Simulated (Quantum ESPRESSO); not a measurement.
## Effort and miss along a sweep of ecutwfc: SiO₂ (I-42m, 24 atoms in the cell)

Cell: a = 7.5103 Å, b = 7.5103 Å, c = 7.5103 Å, α = 106.72°, β = 106.72°, γ = 115.13°.

Computed with LDA (PZ), GBRV 1.5 ultrasoft (LDA) pseudopotentials (plane waves; Quantum ESPRESSO).

Base settings: ecutwfc = 40 Ry; ecutrho = 200 Ry; occupations = fixed; potentials = {Si: si_lda_v1.uspp.F.UPF, O: o_lda_v1.2.uspp.F.UPF}; K_POINTS = automatic 4 4 4 0 0 0; nbnd = 72; conv_thr = 1e-10 Ry; mixing_beta = 0.3.

Misses are taken against the tightest run, 70 Ry (ecutrho: 200 Ry → 350 Ry), which need not be fully converged itself. The energy is the free energy per atom.

The count of work is k-points × plane waves × bands × iterations; it is no time, and leaves out set-up, grids and terms that scale otherwise. Core times come from one kind of shared machine and are given to one figure; runs under 30 s give none.

The starting cell comes from a database of computed structures (which also holds hypothetical and non-ambient phases and stackings), without a prior relaxation at this level. Its lattice was rescaled by a random factor within 2.5 % of one. In the base run, with a pressure of about 11 GPa the cell is away from its equilibrium volume at this level.

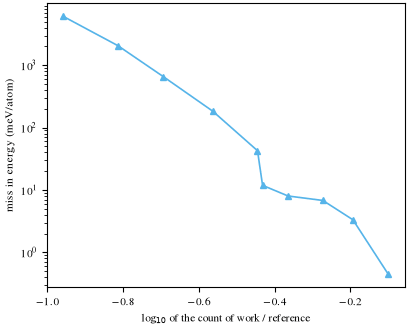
Miss against the count of work; the reference run is not drawn, and misses under 0.1 meV/atom are drawn there.

| ecutwfc | energy less reference (meV/atom) | pressure less reference (GPa) | largest difference in the force on any atom (eV/Å) | count of work / reference | core time / reference (rough) |
|---|---|---|---|---|---|
| 16 Ry (ecutrho: 200 Ry → 80 Ry) | 6128.72 | -188.99 | 1.335 | 0.11 | 0.10 |
| 20 Ry (ecutrho: 200 Ry → 100 Ry) | 2060.59 | -89.81 | 0.252 | 0.15 | 0.2 |
| 24 Ry (ecutrho: 200 Ry → 120 Ry) | 659.27 | -38.11 | 0.072 | 0.20 | 0.2 |
| 28 Ry (ecutrho: 200 Ry → 140 Ry) | 183.79 | -13.92 | 0.025 | 0.27 | 0.3 |
| 32 Ry (ecutrho: 200 Ry → 160 Ry) | 42.67 | -3.97 | 0.009 | 0.36 | 0.4 |
| 36 Ry (ecutrho: 200 Ry → 180 Ry) | 11.87 | -0.71 | 0.002 | 0.37 | 0.3 |
| 40 Ry | 8.01 | 0.00 | 0.004 | 0.43 | 0.5 |
| 46 Ry (ecutrho: 200 Ry → 230 Ry) | 6.80 | -0.12 | 0.003 | 0.53 | 0.5 |
| 52 Ry (ecutrho: 200 Ry → 260 Ry) | 3.33 | -0.20 | 0.002 | 0.64 | 0.7 |
| 60 Ry (ecutrho: 200 Ry → 300 Ry) | 0.45 | -0.06 | 0.000 | 0.79 | 1 |
| 70 Ry (ecutrho: 200 Ry → 350 Ry) | 0.00 | 0.00 | 0.000 | 1.0 | 1 |

Coarsest setting among those run that, with all tighter ones, holds the energy within 10 meV/atom of the reference: 40 Ry, off by 8.0 meV/atom; it needs 0.43 of the reference's count of work and about 0.5 of the reference's time.

Coarsest setting among those run that, with all tighter ones, holds the energy within 5 meV/atom of the reference: 52 Ry (ecutrho: 200 Ry → 260 Ry), off by 3.3 meV/atom; its saving against the reference is no more than about a factor of 2 in the count of work.

The step from 28 Ry (ecutrho: 200 Ry → 140 Ry) to 60 Ry (ecutrho: 200 Ry → 300 Ry): it takes the miss in the energy from 180 to 0.45 meV/atom, for 2.9 times the count of work and roughly 4 times the time.
